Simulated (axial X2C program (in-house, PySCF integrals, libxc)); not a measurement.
# BrB⁻: properties at the nuclei

Wanted for BrB⁻: properties at the nuclei, at the two-component level.

The runs use an in-house X2C program for linear molecules on PySCF integrals; two-component X2C with atomic mean-field terms, Br dyall-acv3z, B dyall-av3z.

All values are calculated.

### Step 1. The job

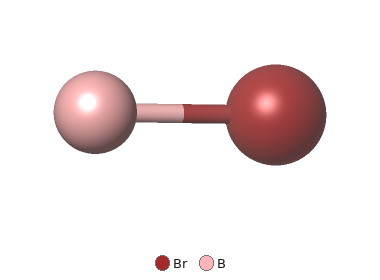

The two atoms at 1.990 Å (bromine red, boron pink).

task.json reads:

```json
{"zs": [35, 5], "q": -1, "bas": ["dyall-acv3z", "dyall-av3z"], "r0": 1.99, "levels": ["PBE0", "HF", "BHandHLYP", "B3LYP", "PBE50"], "nst": 3}
```

Keys: zs atomic numbers; q charge; bas basis sets; r0 starting distance in Å; levels methods (HF also brings MP2); nst determinants followed.

Launch:

```
> python soeom.py task.json out
```

The runs that follow: Expectation values, lowest determinant; Expectation values, a higher determinant.

What does the calculation give? Wanted: lowest determinant; Eeff magnitude; Ws magnitude Br; A∥/gI Br; qzz Br; higher determinant (for each run or level that gives them).

As calculated:

| quantity | value |
| --- | --- |
| lowest determinant | Ω = 1/2 (excess of +ω over −ω: ω = 1/2) |
| Eeff magnitude (GV/cm), PBE0 | 0.005 |
| Ws magnitude Br (kHz), PBE0 | 0.0259 |
| A∥/gI Br (MHz), PBE0 | 246 |
| qzz Br (a.u.), PBE0 | 2.55 |
| higher determinant | Ω = 3/2 (excess of +ω over −ω: ω = 3/2) |
| Eeff magnitude (GV/cm), PBE0, higher determinant | 0.00955 |
| Ws magnitude Br (kHz), PBE0, higher determinant | 0.0101 |
| A∥/gI Br (MHz), PBE0, higher determinant | 66.8 |
| qzz Br (a.u.), PBE0, higher determinant | 2.56 |

In words: In the first state, the effective field runs from 0.00482 to 0.0747 GV/cm over the mean-field levels, so the levels don't agree on it. The expectation values come from single determinants, which for open shells can mix terms of unlike spin or miss the lowest Ω, so a determinant need not be a state. Eeff is the effective electric field on the electron dipole moment in this Ω state and Ws the scalar–pseudoscalar constant (defined with the proton number Z and per Ω); A∥ is the parallel hyperfine constant, which follows by multiplying with the nuclear g factor gI = μI/(I μN); qzz is the electric field gradient, eQq0 = 234.96 MHz × Q/barn × qzz. The operators were transformed with the bare-nucleus X2C matrices. A second determinant lies within 0.1 eV of the first.
